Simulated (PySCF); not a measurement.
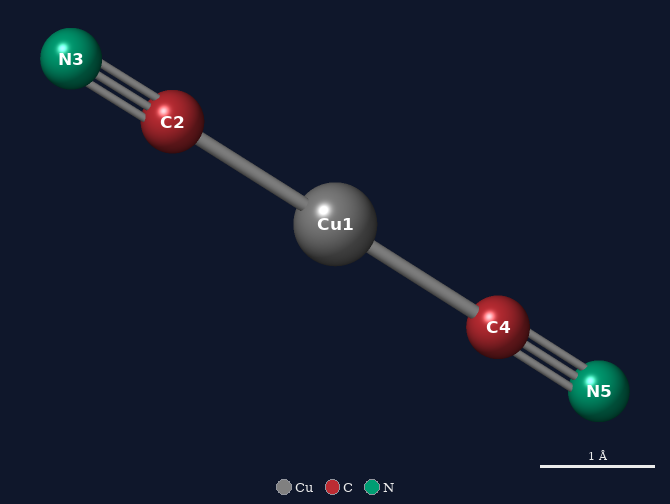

Numbered structure. State: charge −1, singlet. The geometry was computed by an optimisation with PBE0-D3(BJ)/def2-SVP. No frequency run is at hand to confirm it as a minimum.

Give the bond lengths.

```csv
bond,length (Å)
Cu1–C2,1.885
Cu1–C4,1.885
C2–N3,1.168
C4–N5,1.168
```
